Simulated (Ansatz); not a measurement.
SiO2 (rutile)

```
SiO2
1.0
    4.23588     0.00000     0.00000
    0.00000     4.23588     0.00000
    0.00000     0.00000     2.68991
Si O
2 4
Cartesian
  2.11794   2.11794   1.34495
  0.00000   0.00000   0.00000
  3.41830   3.41830   1.34495
  1.30036   2.93552   0.00000
  2.93552   1.30036   0.00000
  0.81758   0.81758   1.34495
```

E(V) scan at fixed shape, V₀ the volume above. The atoms relax within the cell's symmetry.

Level of theory: PBE (plane waves to 420 eV, PAW, scalar-relativistic; Ansatz, a quantum-chemistry and plane-wave program). k mesh 8×8×12 (Γ-centred), Fermi-Dirac smearing 0.05 eV. E stands for the smeared free energy. With the shape held, the modulus is that of even scaling; a crystal free to change shape is softer. SiO2 was relaxed with its symmetry unable to fall. The PAW data are Ansatz's earlier set. The zero of ΔE is the relaxed starting cell.

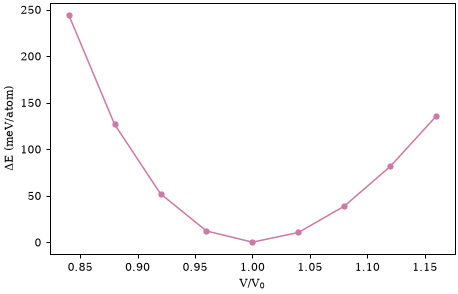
ΔE (meV/atom) against V/V₀; one marker a computed point.

Task: What is ΔE at V/V₀ = 1.160?

Result: About 140 meV/atom.

Task: What is ΔE at V/V₀ = 0.840?

Result: About 240 meV/atom.

Task: What bulk modulus at fixed cell shape B₀ follows from a third-order Birch-Murnaghan fit?

Result: About 280 GPa.

(Under strain, the slope of the energy per volume gives the stress and its curvature an elastic modulus.)
